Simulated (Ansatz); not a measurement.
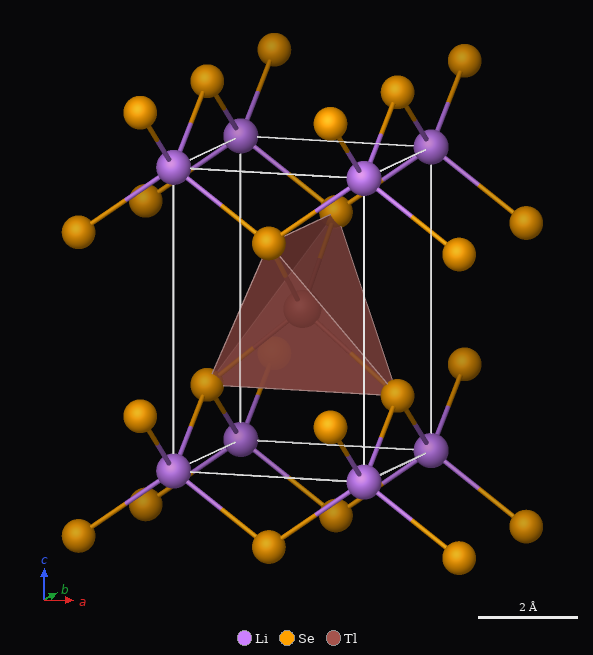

Drawn in the polyhedral manner and seen slightly off an axis. The conventional unit cell is outlined; an atom on or near a face, edge or corner is repeated at each equivalent position. A few atoms beyond the faces are included.

LiTlSe$_{2}$, space group P-4m2 (No. 115), a = 4.110 Å, b = 4.110 Å, c = 6.271 Å, α = 90.00°, β = 90.00°, γ = 90.00°. The structure comes from a structure type filled with these elements by a generator (whether the compound takes this form wasn't checked). The cell was then strained or its atoms displaced on purpose. It was run through Ansatz as a DFT input.

This one geometry was computed with Ansatz (DFT, plane waves, PAW) at three levels of theory: HSE06, r2SCAN and PBE. It was relaxed with r2SCAN and then strained.

Which level gives the highest pressure at this volume, and what does that say about its equilibrium volume?

Highest: PBE (2.5 GPa), which points to the largest equilibrium volume. Lowest, with the smallest volume: HSE06 (0.8 GPa) and r2SCAN (1.2 GPa). Levels within 0.5 GPa of each other can't be told apart.

How does the band gap change with the level of theory?

PBE: a gap of 0.51 eV, direct; r2SCAN: a gap of 0.80 eV, direct; HSE06: a gap of 1.28 eV, direct.

Collect the results in a table.

| level | cutoff (eV) | k-mesh of the run's cell | gap (eV) | pressure (GPa) |
| --- | --- | --- | --- | --- |
| HSE06 | 420 | 4×4×4 | 1.28 | 0.8 |
| r2SCAN | 500 | 6×6×4 | 0.80 | 1.2 |
| PBE | 420 | 6×6×4 | 0.51 | 2.5 |

Gaps are taken on the k-mesh or band path of each run.
